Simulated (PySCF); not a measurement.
# AlGeH4Cl (SMILES [Cl][AlH][GeH3]): levels of theory compared

Wanted: a comparison of 6 runs (B2PLYP/def2-SVP, BLYP/def2-SVP, CAM-B3LYP/def2-SVP, PBE/def2-SVP, TPSS/def2-SVP, wB97M-V/def2-SVP) of AlGeH4Cl. The job is set up through a Python script.

Program for the calculation: PySCF 2.14.0.

2 further runs of the same task are left out: 2 set aside as unsound or not needed.

## Step 1: The structure to begin with

The species is AlGeH4Cl (7 atoms), meant as a singlet with charge 0. SMILES: `[Cl][AlH][GeH3]`. One bond was lengthened or shortened from a relaxed shape.

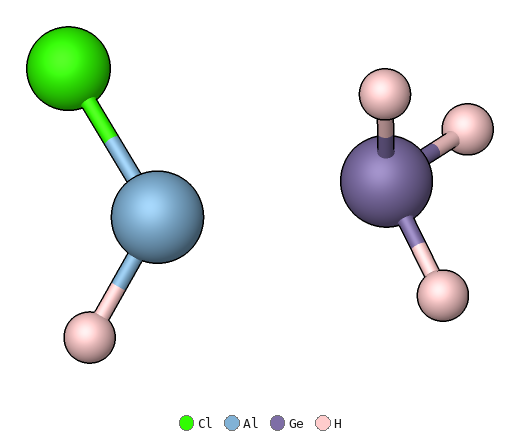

Viewed from a chosen angle; chlorine green, aluminium light blue, germanium purple, hydrogen pink.

## Step 2: The energy at B2PLYP/def2-SVP (run 1)

Input file run.py:

```python
from pyscf import gto, dft, mp

system = gto.M(
    atom='''
Cl      -2.638288      -1.868407      -0.091227
Al      -0.564388      -1.655907       0.180173
Ge       0.501100       0.959800      -0.093300
H        0.240512      -2.973207       0.515673
H        0.225700       1.522500      -1.499900
H       -0.144000       1.926400       0.916800
H        2.023700       0.997300       0.133100
''',
    spin=0,
    basis='def2-svp',
    verbose=3,
    max_memory=1860,
    charge=0,
)

ks = dft.RKS(system)
ks.xc = '0.53*HF + 0.47*B88, 0.73*LYP'
ks.grids.level = 5
ks.conv_tol = 1e-10
ks.kernel()
if not ks.converged:
    ks = ks.newton().run(ks.mo_coeff, ks.mo_occ)

pt = mp.MP2(ks, frozen=19).run()
e_tot = ks.e_tot + 0.27 * pt.e_corr
print('PT2 part  %.8f' % (0.27 * pt.e_corr))
print('Final energy', e_tot)
```

Launch:

```bash
$ OMP_NUM_THREADS=1 python run.py
```

Output:

```text
converged SCF energy = -2780.80292637888
E(RMP2) = -2781.32640820667  E_corr = -0.523481827790199
E(SCS-RMP2) = -2781.31457272904  E_corr = -0.511646350154377
PT2 part  -0.14134009
Final energy -2780.9442664723842
```

Run time: 16 s. Hardware: 1 thread of Intel Xeon at 2.70GHz, shared host; peak memory 0.46 GiB.

## Step 3: A single-point energy at BLYP/def2-SVP (run 2)

Input file job.py:

```python
from pyscf import gto, dft

mol = gto.M(
    atom='''
Cl  -2.638288  -1.868407  -0.091227
Al  -0.564388  -1.655907   0.180173
Ge   0.501100   0.959800  -0.093300
H    0.240512  -2.973207   0.515673
H    0.225700   1.522500  -1.499900
H   -0.144000   1.926400   0.916800
H    2.023700   0.997300   0.133100
''',
    spin=0,
    verbose=4,
    basis='def2-svp',
    max_memory=1860,
)

myscf = dft.RKS(mol, xc='blyp')
myscf.grids.level = 5
myscf.conv_tol = 1e-10
myscf.kernel()
if not myscf.converged:
    myscf = myscf.newton().run(myscf.mo_coeff, myscf.mo_occ)

e_final = myscf.e_tot
print('Final energy', e_final)
```

Launch:

```bash
$ OMP_NUM_THREADS=1 python job.py
```

Output:

```text
PySCF version 2.14.0

[... 79 lines left out ...]
converged SCF energy = -2781.63508582506
Final energy -2781.6350858250585
```

Run time: 22 s. Hardware: 1 thread of Intel Xeon at 2.70GHz, shared host; peak memory 0.46 GiB.

Runs 3 to 4 aren't shown in full; the table further down has their settings and results.

## Step 4: The energy at TPSS/def2-SVP (run 5)

Input file geometry.xyz:

```xyz
7
AlClGeH4
Cl    -2.638288    -1.868407    -0.091227
Al    -0.564388    -1.655907     0.180173
Ge     0.501100     0.959800    -0.093300
H      0.240512    -2.973207     0.515673
H      0.225700     1.522500    -1.499900
H     -0.144000     1.926400     0.916800
H      2.023700     0.997300     0.133100
```

Input file input.py:

```python
from pyscf import gto, dft

molecule = gto.Mole()
molecule.atom = 'geometry.xyz'
molecule.max_memory = 1860
molecule.basis = 'def2-svp'
molecule.spin = 0
molecule.verbose = 3
molecule.build()

calc0 = dft.RKS(molecule)
calc0.xc = 'tpss'
calc0.grids.level = 5
calc0.conv_tol = 1e-10
calc0.kernel()
if not calc0.converged:
    calc0 = calc0.newton().run(calc0.mo_coeff, calc0.mo_occ)

etot = calc0.e_tot
print('E(%s) = %.9f' % ('TPSS', etot))
```

Launch:

```bash
$ OMP_NUM_THREADS=1 python input.py
```

Output:

```text
converged SCF energy = -2781.62524777951
E(TPSS) = -2781.625247780
```

It took 31 s on 1 thread of Intel Xeon at 2.70GHz, shared host; peak memory 0.46 GiB.

## Step 5: The energy at wB97M-V/def2-SVP (run 6)

Input file input.py:

```python
from pyscf import gto, dft

mol = gto.Mole()
mol.atom = '''
Cl    -2.638288    -1.868407    -0.091227
Al    -0.564388    -1.655907     0.180173
Ge     0.501100     0.959800    -0.093300
H      0.240512    -2.973207     0.515673
H      0.225700     1.522500    -1.499900
H     -0.144000     1.926400     0.916800
H      2.023700     0.997300     0.133100
'''
mol.verbose = 3
mol.max_memory = 1860
mol.charge = 0
mol.basis = 'def2-svp'
mol.build()

myscf = dft.RKS(mol, xc='wb97m-v')
myscf.conv_tol = 1e-10
myscf.grids.level = 5
myscf.nlcgrids.level = 1
myscf.kernel()
if not myscf.converged:
    myscf = myscf.newton().run(myscf.mo_coeff, myscf.mo_occ)

energy = myscf.e_tot
print('E = %.10f Eh' % energy)
```

Launch:

```bash
$ OMP_NUM_THREADS=1 python input.py
```

Output:

```text
converged SCF energy = -2781.42787470023
E = -2781.4278747002 Eh
```

Wall time 83 s (1 thread of Intel Xeon at 2.70GHz, shared host); peak memory 0.46 GiB.

## Step 6: The series

```csv
run,level,frozen core orbitals,nlc grid,energy (Eh),dipole moment (D),HOMO energy (eV),LUMO energy (eV),wall time
1,B2PLYP/def2-SVP,19,–,-2780.944266,1.07,-8.12,-0.80,16 s
2,BLYP/def2-SVP,–,–,-2781.635086,0.78,-6.09,-2.40,22 s
3,CAM-B3LYP/def2-SVP,–,–,-2781.726866,1.00,-8.46,-0.86,26 s
4,PBE/def2-SVP,–,–,-2780.942889,0.85,-6.29,-2.58,28 s
5,TPSS/def2-SVP,–,–,-2781.625248,0.90,-6.47,-2.47,31 s
6,wB97M-V/def2-SVP,–,1,-2781.427875,1.01,-9.16,-0.16,83 s
```

## Step 7: Summary of results

| quantity | value |
| --- | --- |
| run 6: total energy | -2781.42787 Eh |
| run 6: dipole moment | 1.01 D |
| run 6: HOMO energy | -9.16 eV |
| run 6: LUMO energy | -0.16 eV |
| run 6: HOMO–LUMO gap | 9.00 eV |

What this shows: The dipole moment (its size) runs from 0.78 D (BLYP/def2-SVP) to 1.07 D (B2PLYP/def2-SVP). A double hybrid's value is that of its SCF part. The HOMO–LUMO gap runs from 3.69 eV (BLYP/def2-SVP) to 9.00 eV (wB97M-V/def2-SVP). Totals of different functionals can't be ranked against each other. All runs together took 3.4 min, the longest 83 s.
